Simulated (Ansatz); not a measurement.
System: Li3Hg2.

```
Li Hg
1.0
     3.82622    0.00000    0.00000
     0.00000    3.82622    0.00000
     0.00000    0.00000    6.89577
Li Hg
3 2
Direct
  0.50000 0.00000 0.00000
  0.00000 0.50000 0.00000
  0.50000 0.50000 0.50000
  0.00000 0.00000 0.70856
  0.00000 0.00000 0.29144
```

Space group P4/mmm; a structure generated by program, which may or may not match a known phase; computed without spin polarisation.

All numbers below come from DFT PBE, scalar-relativistic, plane waves, PAW in Ansatz 0.2.0.

### What can the converged valence pseudo-density and electron localisation function tell about the bonding?

Hg–Hg (2.88 Å): ρ is about 0.29 e/Å³ halfway; the ELF is about 0.25 at the midpoint: no localised pair shows between them.
Li–Hg (3.06 Å): the density is about 0.12 e/Å³ at the midpoint, with its minimum of 0.05 e/Å³ about 1.0 Å from Li; the ELF is about 0.30 at the midpoint.

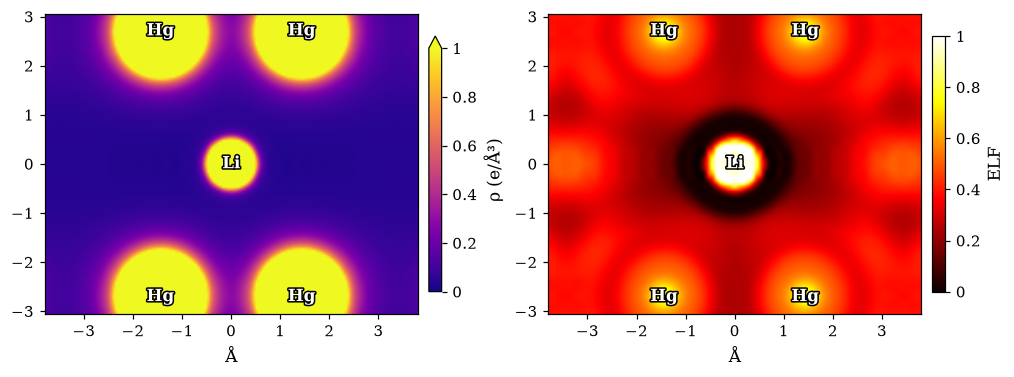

Computed valence pseudo-density and electron localisation function on the (11̄0) plane of the conventional cell, in this order. 

In a PAW calculation such maps are meaningful between the atoms, not at the nuclei.
